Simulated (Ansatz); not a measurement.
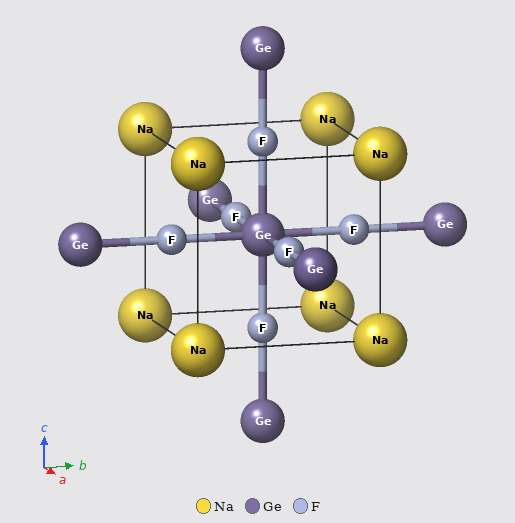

Structure drawing (ball-and-stick), viewed slightly off an axis. The parallelepiped is the conventional unit cell. Atoms just outside the outline that bond to atoms inside are added.

NaGeF3, cubic perovskite, space group Pm-3m (No. 221), a = 4.565 Å, b = 4.565 Å, c = 4.565 Å, α = 90.00°, β = 90.00°, γ = 90.00°. The model was built from a structure type filled with these elements by a generator (whether the compound takes this form wasn't checked). The cell was then strained or its atoms displaced on purpose. It was run through Ansatz as a DFT input.

This one geometry was computed with Ansatz (DFT, plane waves, PAW) at three levels of theory: HSE06, PBE and r2SCAN. It was relaxed with r2SCAN and then strained.

**Which level gives the highest pressure at this volume, and what does that say about its equilibrium volume?**

Highest: PBE (-4.4 GPa), which points to the largest equilibrium volume. Lowest, with the smallest volume: r2SCAN (-6.0 GPa). Levels within 0.5 GPa of each other can't be told apart.

**How does the band gap change with the level of theory?**

PBE: a gap of 2.28 eV, indirect; r2SCAN: a gap of 2.67 eV, indirect; HSE06: a gap of 3.26 eV, indirect.

**Collect the results in a table.**

| level | cutoff (eV) | k-mesh of the run's cell | gap (eV) | pressure (GPa) |
| --- | --- | --- | --- | --- |
| HSE06 | 420 | 4×4×4 | 3.26 | -5.3 |
| PBE | 420 | 6×6×6 | 2.28 | -4.4 |
| r2SCAN | 500 | 6×6×6 | 2.67 | -6.0 |

Gaps are taken on the k-mesh or band path of each run.
